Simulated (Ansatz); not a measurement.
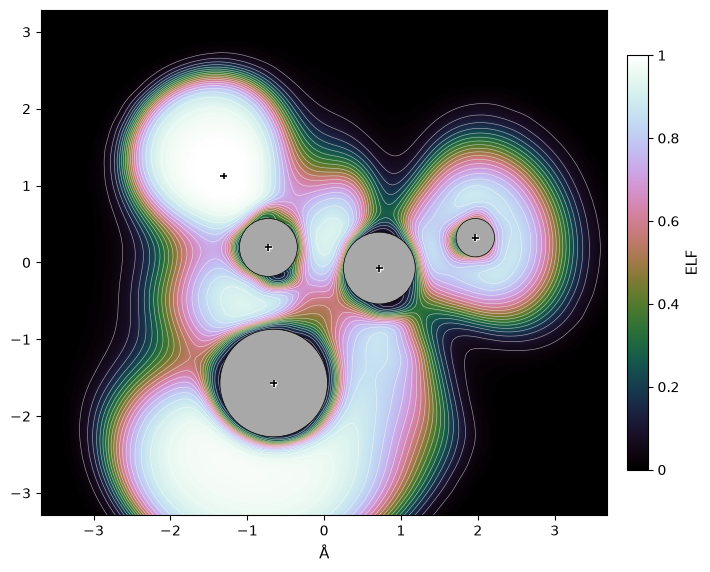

The electron localisation function on a plane through atoms (crosses mark nuclei in the plane; grey discs cover the cores).

All numbers below come from Ansatz, isolated molecule in a Gaussian basis; Kohn-Sham density functional theory, functional PBE0.

Candidates:
A. Cl$_{2}$H$_{2}$MgO$_{2}$Sn
B. CHBFSi (doublet)
C. FH$_{4}$OSi$_{2}$ (doublet)

Which system is this?

Answer. Candidate B: CHBFSi on the molecular plane, which holds C, B, F, Si and H. B–F (1.31 Å): the ELF peaks at about 0.85 between the atoms, as expected for a shared but strongly polarised pair. C–B (1.47 Å): the ELF peaks at about 0.90 between the atoms: localised, covalent bonding.
